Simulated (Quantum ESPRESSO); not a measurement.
One O site of HfO$_{2}$ in P4₂/nmc, with the coupling taken from the PAW reconstruction of the field gradient on a scalar-relativistic PBE ground state (a modified build of Quantum ESPRESSO, JTH datasets) (|Q| = 0.0256 barn). The cell was made here from a computed Materials Project entry: strained by -2 % along the unique axis and by +1 % across it, atoms relaxed (PBE without dispersion, pw.x of Quantum ESPRESSO, symmetry kept). The parent is HfO2 in P4₂/nmc. Stability against distortions was not tested. The run has no spin polarisation. Cores are frozen. Against all-electron runs on small test molecules, this scheme's |Vzz| missed by −2 to +6 % on O. Hf had no test against all-electron runs. Spin–orbit coupling is left out, a limit on Hf.

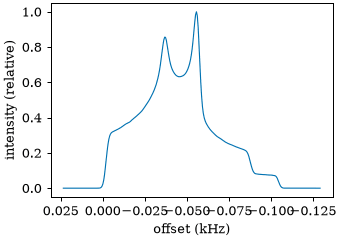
Figure. Simulated fast-MAS powder pattern of the ¹⁷O central transition at 18.8 T (Larmor frequency ν0 = 108.6 MHz, I = 5/2), second-order quadrupolar broadening alone, zero at the isotropic chemical shift

**Question.** Estimate |C_Q| and η_Q from the pattern.

**Answer.** 
|C_Q| ≈ 0.84 MHz and η_Q ≈ 0.6. The pattern runs from -0.105 to -0.00201 kHz before smoothing, a width that goes as C_Q²/ν0, with its centre of gravity at -0.0444 kHz.
